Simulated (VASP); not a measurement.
Band structure of SnO (relaxed from the NiAs structure, space group P6_3/mmc). Method: r2SCAN meta-GGA, VASP's PBE PAW potentials (set 64) (plane waves; VASP).

Unless said otherwise, spin-orbit coupling is left out, though it shifts the bands of the heavy elements here.

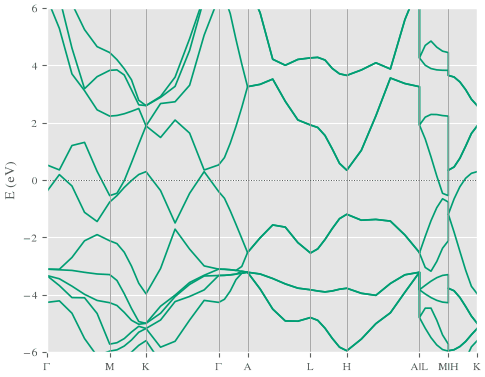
Fig. 1. Bands along high-symmetry lines, zero at the valence-band maximum or, without a gap, the Fermi level

**Question.** Read the plot: is there a gap, and where are the band edges?

**Answer.** It has no gap at this level: it comes out as a metal or semimetal.

The structure was generated: SnO was put into the NiAs type (P6_3/mmc), which need not be its known phase. It was relaxed first, which changed the volume by +25 %.
